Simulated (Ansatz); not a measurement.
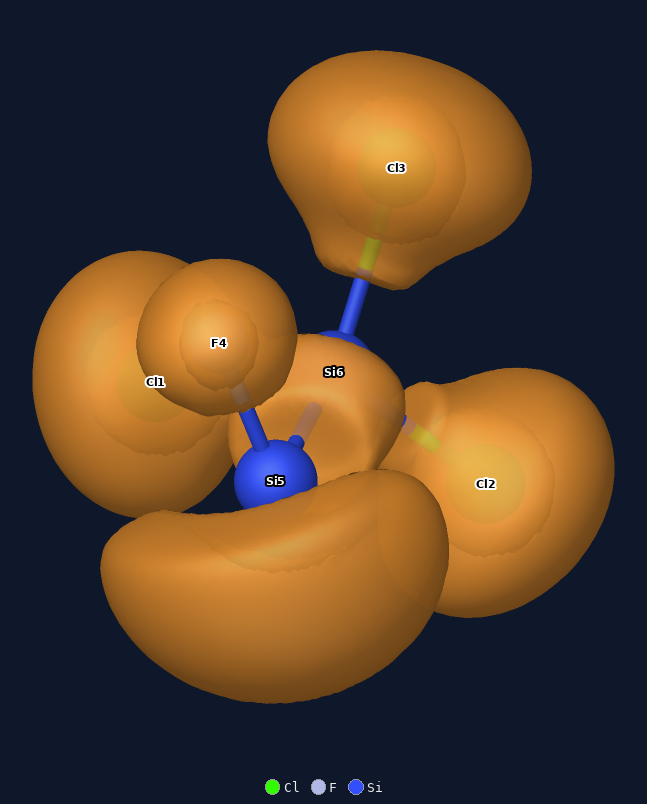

The picture shows: Cl₃FSi₂ (SMILES F[Si][Si](Cl)(Cl)Cl). Isosurface of the electron localisation function at 0.75 (orange), seen at an oblique angle. Core shells and regions of very low density are left out.

Geometry: B3LYP/6-31G*.

Theory: isolated molecule in a Gaussian basis; Kohn-Sham density functional theory, functional PBE0 in Ansatz 0.2.0.

Input file:

```
crystal:
  periodic: [false, false, false]
  atoms:
    - {symbol: Cl, position_ang: [-0.251554, -2.403521, -0.887254]}
    - {symbol: Cl, position_ang: [-0.981745, -5.371761, 0.518316]}
    - {symbol: Cl, position_ang: [0.629952, -3.019254, 2.307135]}
    - {symbol: F, position_ang: [-2.557360, -1.122872, 2.253125]}
    - {symbol: Si, position_ang: [-3.085317, -2.400194, 1.400371]}
    - {symbol: Si, position_ang: [-0.859167, -3.323894, 0.889263]}
basis:
  gaussian: {orbitals: def2-SVPD}
hamiltonian: {xc: {name: PBE0}}
output: {forces: true, orbitals: {seedname: orbitals}}
```

Command:

```sh
ansatz run input.yaml --threads 2 --pin off --max-ram 4350MiB --events-out events.jsonl --progress --plain --runs-dir runs
```

Describe the localisation domains.

The surface consists of one region between bonded Si–Si atoms (shared pairs), three regions on Cl in which the atom's valence shell and bonds are merged, one lobe on Si, pointing away from the bonds (lone pairs) and one region wrapped around F (its lone pairs, merged into a ring or cap). Profiles from the grid: Si–F (1.62 Å): the ELF peaks at about 0.85 in the valence shell of F, 0.6 Å from its nucleus, and is about 0.45 at the midpoint. Si–Cl (2.08 Å): the ELF peaks at about 0.85 between the atoms, as expected for a polar covalent bond.
